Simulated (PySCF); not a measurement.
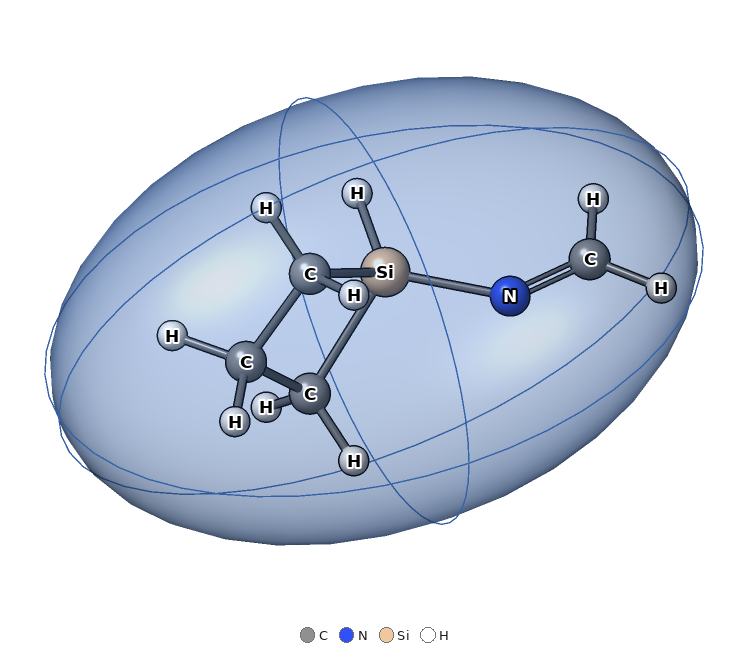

The ellipsoid shows the static dipole polarisability: its half-axes are proportional to the principal values. The computed structure is the end point of a GFN2-xTB optimisation. No frequency run is at hand to confirm it as a minimum. Method: PBE0/def2-SVPD (PySCF 2.14.0).

> How large and how anisotropic is the polarisability?

Principal values 67.5, 70.1, 106.4 bohr³; mean 81.3 bohr³ (12.05 Å³); anisotropy 37.7 bohr³, so the longest axis is 1.58 times the shortest.

The geometry is semi-empirical. Around Si such bond lengths and angles can be off by a tenth of an ångström or more and by several degrees, and values that hang on the shape move with them.
